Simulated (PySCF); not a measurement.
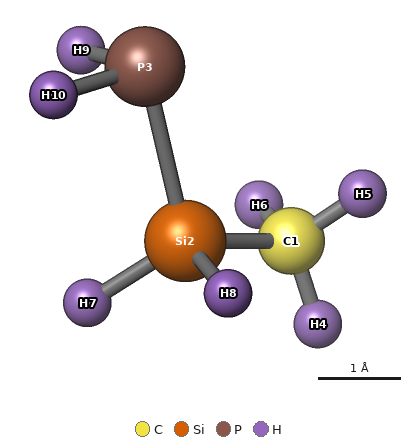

The structure (ball-and-stick view, seen at a tilt; atoms are numbered from 1 in the order of the input).

**What a change does: excited-state calculation on CH7PSi**

System: CH7PSi.
Method of the first run: TDDFT wB97X-D/def2-SVPD, vertical, gas phase, core orbitals frozen in the response (PySCF 2.14.0).

The geometry comes from this level: PBE0-D3(BJ)/def2-SVP. Text and figures count atoms from 1; the logs count them from 0 in places.

## Input, the first run
```
{"job": {"kind": "uv", "xc": "wB97X-D", "basis": "def2-SVPD", "ip": true}, "charge": 0, "multiplicity": 1}
C     -1.563039    -0.454418    -0.201553
Si    -0.054606     0.665652    -0.148343
P      1.622601    -0.422733     0.929086
H     -2.424422     0.068473    -0.644900
H     -1.839776    -0.776078     0.814040
H     -1.359918    -1.352439    -0.804820
H      0.341764     1.074005    -1.533108
H     -0.344139     1.906819     0.635147
H      1.916514    -1.265641    -0.187985
H      2.616815     0.541882     0.577617
```

The first line tells a small driver script what to run in PySCF; the rest is the geometry in Å.

Launched with:
```bash
OMP_NUM_THREADS=1 python <driver script> task.json out
```

Hardware: 1 CPU thread, shared host.

## Output (the first run)
```
coarse grid: 8680 points
cycle   1  E = -672.8288478551  dE = -1.900e-01  |g| = 2.177e-01  |ddm| = 3.202e+00
cycle   2  E = -672.8396727037  dE = -1.082e-02  |g| = 1.395e-01  |ddm| = 5.141e-01
cycle   3  E = -672.8451078029  dE = -5.435e-03  |g| = 2.129e-02  |ddm| = 2.096e-01
cycle   4  E = -672.8452832607  dE = -1.755e-04  |g| = 6.605e-03  |ddm| = 6.273e-02
cycle   5  E = -672.8453012790  dE = -1.802e-05  |g| = 1.494e-03  |ddm| = 1.708e-02
cycle   6  E = -672.8453026447  dE = -1.366e-06  |g| = 3.128e-04  |ddm| = 5.544e-03
final grid: 72664 points
cycle   7  E = -672.9294578998  dE = -4.919e-05  |g| = 2.680e-03  |ddm| = 7.346e-02
cycle   8  E = -672.9294598305  dE = -1.931e-06  |g| = 1.457e-03  |ddm| = 1.119e-02
cycle   9  E = -672.9294604588  dE = -6.282e-07  |g| = 3.085e-04  |ddm| = 2.730e-03
cycle  10  E = -672.9294604988  dE = -4.000e-08  |g| = 1.046e-04  |ddm| = 9.419e-04
cycle  11  E = -672.9294605029  dE = -4.152e-09  |g| = 2.315e-05  |ddm| = 2.438e-04
cycle  12  E = -672.9294605033  dE = -4.236e-10  |g| = 5.639e-06  |ddm| = 1.148e-04
converged SCF energy = -672.9294605033

Static polarisability (au): isotropic 69.834, principal 60.702 66.145 82.656

Singlet excitations
state   eV       nm        f      main configurations
  1   6.5574    189.1   0.01782   H->L+1 0.50, H->L+2 0.31, H->L 0.10
  2   6.7922    182.5   0.02559   H->L 0.60, H->L+1 0.28
  3   7.1834    172.6   0.30856   H->L+2 0.57, H->L 0.15, H->L+1 0.15
  4   7.5366    164.5   0.00745   H->L+3 0.76, H->L+5 0.11
  5   7.9835    155.3   0.01706   H->L+4 0.58, H-1->L 0.13, H->L+5 0.12
  6   8.1279    152.5   0.04766   H-1->L 0.72
  7   8.3260    148.9   0.07211   H-1->L+1 0.76
  8   8.5457    145.1   0.08537   H->L+5 0.39, H-1->L+2 0.27, H->L+3 0.08
  9   8.5593    144.9   0.00068   H-2->L 0.44, H-1->L+2 0.15, H-1->L+1 0.10
 10   8.6295    143.7   0.07986   H-2->L 0.29, H-1->L+2 0.23, H-1->L+3 0.17

Triplet excitations (Tamm-Dancoff, eV): 5.7788 5.8389 6.6825 7.1921
Vertical ionisation energy (delta-SCF) = 9.5876 eV
```

For the second run the input was changed thus:
```diff
-"xc": "wB97X-D"
+"xc": "B3LYP"
```

Predict how the results change.

The total energies belong to different methods, so their difference says nothing on which is more stable or more accurate. The HOMO goes from −9.21 to −7.17 eV. The LUMO goes from 1.78 to −0.08 eV. The dipole moment goes from 1.02 to 0.92 D. The lowest excitation goes from 6.56 to 6.28 eV. The strongest computed line goes from 7.18 to 6.82 eV. The functional changes from wB97X-D to B3LYP. The number of SCF iterations is the same.

## Output (the second run)
```
coarse grid: 8680 points
cycle   1  E = -672.8799637668  dE = -1.656e-01  |g| = 3.228e-01  |ddm| = 3.341e+00
cycle   2  E = -672.8666017953  dE =  1.336e-02  |g| = 3.861e-01  |ddm| = 7.917e-01
cycle   3  E = -672.9082173763  dE = -4.162e-02  |g| = 2.679e-02  |ddm| = 4.118e-01
cycle   4  E = -672.9084386988  dE = -2.213e-04  |g| = 1.092e-02  |ddm| = 6.340e-02
cycle   5  E = -672.9084815992  dE = -4.290e-05  |g| = 2.123e-03  |ddm| = 2.253e-02
cycle   6  E = -672.9084834710  dE = -1.872e-06  |g| = 5.368e-04  |ddm| = 5.231e-03
final grid: 72664 points
cycle   7  E = -672.9902958581  dE = -9.604e-06  |g| = 2.980e-03  |ddm| = 3.635e-02
cycle   8  E = -672.9902941618  dE =  1.696e-06  |g| = 3.886e-03  |ddm| = 7.376e-03
cycle   9  E = -672.9902983109  dE = -4.149e-06  |g| = 1.213e-04  |ddm| = 3.974e-03
cycle  10  E = -672.9902983157  dE = -4.804e-09  |g| = 6.388e-05  |ddm| = 3.558e-04
cycle  11  E = -672.9902983172  dE = -1.574e-09  |g| = 9.780e-06  |ddm| = 1.344e-04
cycle  12  E = -672.9902983173  dE = -3.593e-11  |g| = 2.468e-06  |ddm| = 2.156e-05
converged SCF energy = -672.9902983173

Static polarisability (au): isotropic 70.830, principal 61.411 67.102 83.976

Singlet excitations
state   eV       nm        f      main configurations
  1   6.2780    197.5   0.02124   H->L 0.84, H->L+2 0.13
  2   6.3826    194.3   0.02227   H->L+1 0.93
  3   6.8193    181.8   0.17845   H->L+2 0.73, H->L 0.09
  4   6.9893    177.4   0.07314   H->L+3 0.88
  5   7.5688    163.8   0.01675   H->L+4 0.48, H-1->L 0.42
  6   7.6575    161.9   0.02553   H-1->L 0.51, H->L+4 0.31
  7   7.8001    159.0   0.01780   H->L+5 0.87
  8   7.9184    156.6   0.05364   H-1->L+1 0.84
  9   8.0383    154.2   0.00868   H-2->L 0.86
 10   8.1806    151.6   0.05986   H-1->L+2 0.67, H-1->L+3 0.12

Triplet excitations (Tamm-Dancoff, eV): 5.4940 5.6254 6.2041 6.6324
Vertical ionisation energy (delta-SCF) = 9.5437 eV
```

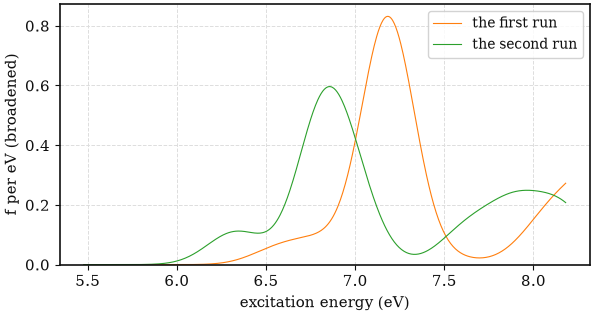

Absorption of the two runs from their computed states, each broadened by a Gaussian of 0.35 eV full width; the range ends where the shorter list of states ends.

## The two runs side by side

| quantity | the first run | the second run |
| --- | --- | --- |
| outcome | converged | converged |
| total energy (hartree) | −672.929461 | −672.990298 |
| HOMO (eV) | −9.21 | −7.17 |
| LUMO (eV) | 1.78 | −0.08 |
| dipole moment (D) | 1.02 | 0.92 |
| lowest excitation (eV) | 6.56 | 6.28 |
| SCF iterations | 12 | 12 |
| strongest computed line (eV) | 7.18 | 6.82 |
| basis functions | 124 | 124 |
| wall time (shared host) | 13 s | 11 s |
